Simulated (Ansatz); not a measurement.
# SiHCl3 (trichlorosilane) at r2SCAN0/STO-3G

Aim: the electronic atomisation energy of SiHCl3 (trichlorosilane) at r2SCAN0/STO-3G, from 4 runs. 

The calculation is run with Ansatz 0.2.0.

56 further runs of the same task are left out: 10 that didn't finish, 46 set aside as unsound or not needed.

## Step 1: Starting point

The species is SiHCl3 (5 atoms), meant as a singlet with charge 0. As SMILES, `Cl[SiH](Cl)Cl`. The shape is that of a PBE0-D4/def2-TZVP optimisation.

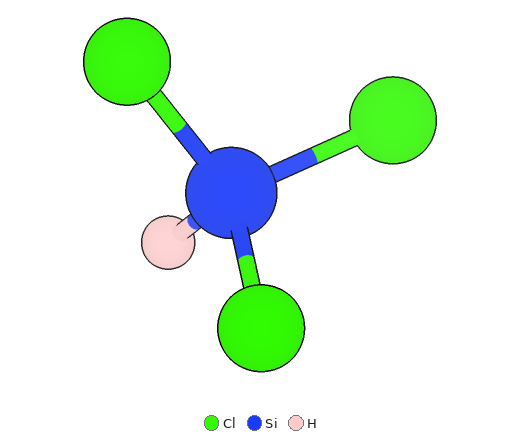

The structure, seen from a chosen angle (chlorine green, silicon blue, hydrogen pink).

## Step 2: The energy at r2SCAN0/STO-3G

The input, input.yaml:

```yaml
crystal:
  periodic: [false, false, false]
  atoms:
    - {symbol: Cl, position_ang: [1.690930, -0.571430, 0.891880]}
    - {symbol: Si, position_ang: [-0.081300, -0.012690, 0.075440]}
    - {symbol: Cl, position_ang: [0.017700, 1.933700, -0.491290]}
    - {symbol: Cl, position_ang: [-0.476020, -1.170520, -1.544190]}
    - {symbol: H, position_ang: [-1.151310, -0.179060, 1.068150]}
basis:
  gaussian: {orbitals: STO-3G}
hamiltonian: {xc: {name: r2SCAN0}}
accuracy: high
```

Started as:

```bash
ansatz run input.yaml --threads 1 --pin off --max-ram 3480MiB --events-out events.jsonl --progress --plain --runs-dir runs
```

The program printed:

```text
Warning: RAYON_NUM_THREADS=1 ignored (pool sized by the plan → 1); use --threads N
Functional definition: r2SCAN0
  name "r2SCAN0"
  parameter a = 0.25
  parameter k0 = 0.174
  parameter k1 = 0.065
  parameter a1 = 4.9479
  exchange = (1 - a)*r2scan_x(k0 = k0, k1 = k1, a1 = a1) + a*exact_x
  correlation = r2scan_c
712 factors; integrals over basis functions are off by at most 2.0e-8 eV
mean field evaluation 1: about -44961.6964 eV, gradient 2.9e1 eV
mean field evaluation 2: about -44963.2717 eV, gradient 2.4e1 eV
mean field evaluation 4: about -44965.4535 eV, gradient 6.9e-2 eV
mean field evaluation 8: about -44965.4642 eV, gradient 1.6e-3 eV
mean field -44965.46417480 eV, -1652.4503297376 hartree, gradient 9.4e-8 eV, S^2 0.000000; 0 other end points of the search recorded, 0 dependent functions left out
reference -44965.46417506 eV, -1652.4503297472 hartree; 33, 33 occupied and 4, 4 virtual orbitals, 712 factors
Total energy: -44965.46417506 eV, -1652.4503297472 hartree
```

It took 5.1 s on 1 thread of Arm Neoverse V2, shared host; peak memory 0.19 GiB.

## Step 3: The Cl atom, same level

The input, job.yaml:

```yaml
crystal:
  periodic: [false, false, false]
  atoms:
    - {symbol: Cl, position_ang: [0.000000, 0.000000, 0.000000]}
basis:
  gaussian: {orbitals: STO-3G}
magnetization: {spin_polarized: true, initial_magnetization: 1}
hamiltonian: {xc: {name: r2SCAN0}}
accuracy: high
```

Started as:

```bash
ansatz run job.yaml --threads 1 --pin off --max-ram 3480MiB --events-out events.jsonl --progress --plain --runs-dir runs
```

The program printed, cut to the lines that bear on the results:

```text
Warning: RAYON_NUM_THREADS=1 ignored (pool sized by the plan → 1); use --threads N
[... 8 set-up lines as earlier in the session ...]
42 factors; integrals over basis functions are off by at most 4.6e-9 eV
mean field evaluation 1: about -12384.7332 eV, gradient 1.4e-1 eV
mean field evaluation 2: about -12384.7332 eV, gradient 2.8e-3 eV
mean field evaluation 4: about -12384.7393 eV, gradient 4.3e-8 eV
mean field -12384.73932189 eV, -455.1307754018 hartree, gradient 2.1e-8 eV, S^2 0.750000; 0 other end points of the search recorded, 0 dependent functions left out
reference -12384.73932209 eV, -455.1307754089 hartree; 9, 8 occupied and 0, 1 virtual orbitals, 42 factors
Total energy: -12384.73932209 eV, -455.1307754089 hartree
```

Run time: 0.82 s. Hardware: 1 thread of Arm Neoverse V2, shared host; peak memory 0.11 GiB.

## Step 4: The H atom

The input, input.yaml:

```yaml
crystal:
  periodic: [false, false, false]
  atoms:
    - {symbol: H, position_ang: [0.000000, 0.000000, 0.000000]}
basis:
  gaussian:
    orbitals: STO-3G
total_charge: 0
magnetization:
  spin_polarized: true
  initial_magnetization: 1
hamiltonian:
  xc: {name: r2SCAN0}
accuracy: high
```

Run the same way, it converges to -0.46649 Eh (log not shown).

## Step 5: The Si atom, same level

The input, input.yaml:

```yaml
basis:
  gaussian: {orbitals: STO-3G}
crystal:
  periodic: [false, false, false]
  atoms:
    - {symbol: Si, position_ang: [0.000000, 0.000000, 0.000000]}
total_charge: 0
magnetization: {spin_polarized: true, initial_magnetization: 2}
hamiltonian: {xc: {name: r2SCAN0}}
accuracy: high
```

Started as:

```bash
ansatz run input.yaml --threads 1 --pin off --max-ram 3480MiB --events-out events.jsonl --progress --plain --runs-dir runs
```

The program printed, cut to the lines that bear on the results:

```text
Warning: RAYON_NUM_THREADS=1 ignored (pool sized by the plan → 1); use --threads N
[... 8 set-up lines as earlier in the session ...]
42 factors; integrals over basis functions are off by at most 2.5e-9 eV
mean field evaluation 1: about -7780.4310 eV, gradient 3.2e-1 eV
mean field evaluation 2: about -7780.4313 eV, gradient 1.9e-2 eV
mean field evaluation 4: about -7780.4310 eV, gradient 4.2e-4 eV
mean field evaluation 8: about -7780.4310 eV, gradient 5.6e-8 eV
mean field -7780.43102582 eV, -285.9255664332 hartree, gradient 5.5e-8 eV, S^2 2.000001; 0 other end points of the search recorded, 0 dependent functions left out
reference -7780.43102622 eV, -285.9255664479 hartree; 8, 6 occupied and 1, 3 virtual orbitals, 42 factors
Total energy: -7780.43102622 eV, -285.9255664479 hartree
```

Run time: 1.1 s. Hardware: 1 thread of Arm Neoverse V2, shared host; peak memory 0.12 GiB.

## Step 6: Outcome

Level: r2SCAN0/STO-3G.

| quantity | value |
| --- | --- |
| molecule: total energy | -1652.45033 Eh |
| Cl atom: total energy | -455.13078 Eh |
| Cl atom: ⟨S²⟩ | 0.750 |
| H atom: total energy | -0.46649 Eh |
| H atom: ⟨S²⟩ | 0.750 |
| Si atom: total energy | -285.92557 Eh |
| Si atom: ⟨S²⟩ | 2.000 |
| electronic atomisation energy | 18.121 eV |

Taking the molecule apart into free atoms costs 18.12 eV (418 kcal/mol), before zero-point energy and without spin-orbit coupling. In a minimal basis such a difference can be off by several eV, whatever the method.
